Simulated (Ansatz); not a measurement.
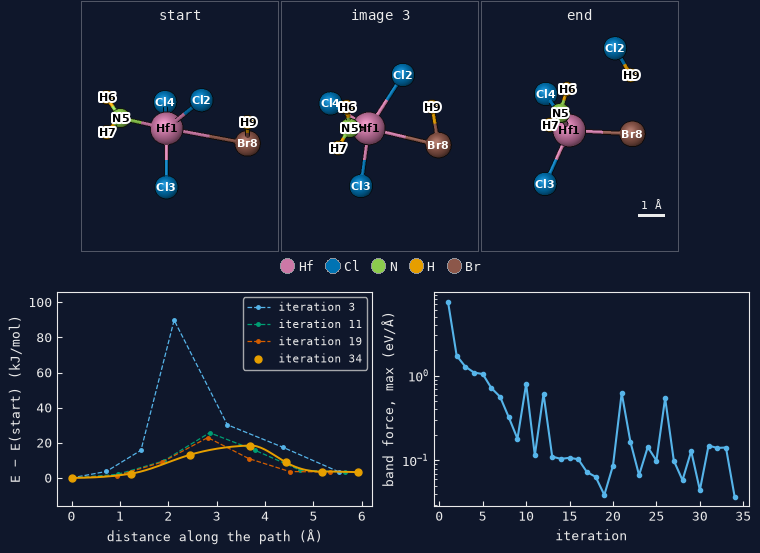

A search for the minimum-energy path of HfNH₃BrCl₃ by the nudged elastic band. Images are numbered from 0 (start) to 6 (end). The plot follows the band through its iterations. A ball-and-stick model, seen at a tilt.

The calculation used Ansatz, RKS PBE/def2-SVP. Run with 5 movable images; climbing image; force threshold 0.05 eV/Å; iteration limit 60; starting path through a guess of the saddle point.

Judge this run.

The result is final at these settings. The band converged in 34 iterations. The largest component of the band force went from 7.5 to 0.037 eV/Å. The climbing image converged on the top of the path. Its vibrational analysis gives one imaginary mode (70i cm⁻¹), as a transition state must have. The first iteration put the highest image at 245.7 kJ/mol. The energy climbs by 18.5 kJ/mol to image 3 and then falls by 15.1 kJ/mol, so the end point sits at +3.3 kJ/mol.

Cost: 6.4 min on 4 threads of Arm Neoverse V2 (shared host), peak memory 0.27 GiB.
